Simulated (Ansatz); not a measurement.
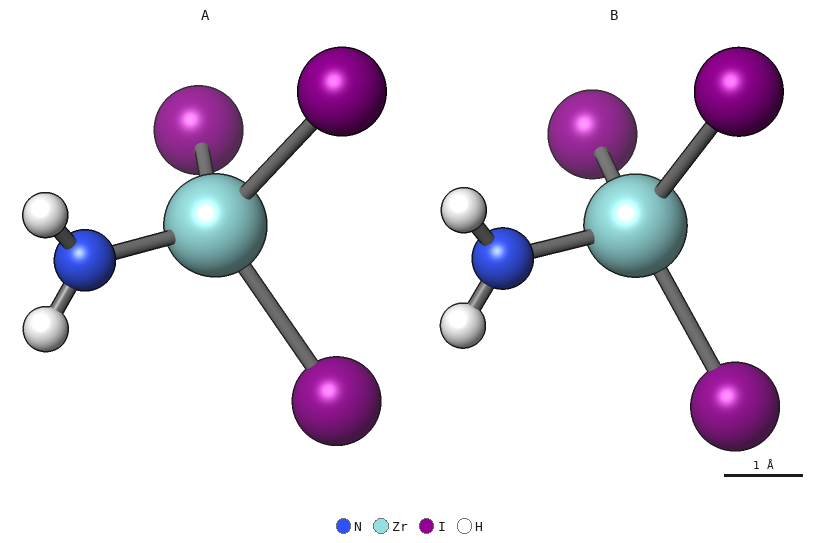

Two geometries of ZrNH2I3, drawn at one scale. One is the start of a relaxation, the other its converged end. A ball-and-stick model, seen at a tilt.

These are results of Ansatz, RKS PBE0-D4/def2-TZVP, not measurements. (force threshold 0.005 eV/Å; at most 150 steps)

Question: Which one is relaxed?

Answer: Structure B is the relaxed one. The start comes from GFN2-xTB. An I atom moves most after the best rigid fit: 0.23 Å. Largest moves by element: I 0.23 Å, H 0.17 Å, Zr 0.14 Å, N 0.13 Å. Some distances before and after: I–Zr 2.799 → 2.699 Å, H–N 1.023 → 1.012 Å. Bond angles that change, for instance: N–Zr–I 117.2° → 108.3°, I–Zr–I 105.4° → 114.2°, N–Zr–I 112.8° → 107.3°. The energy falls by 5.59 kcal/mol in 5 geometry steps. The largest force component goes from 1.2 to 0.0044 eV/Å.
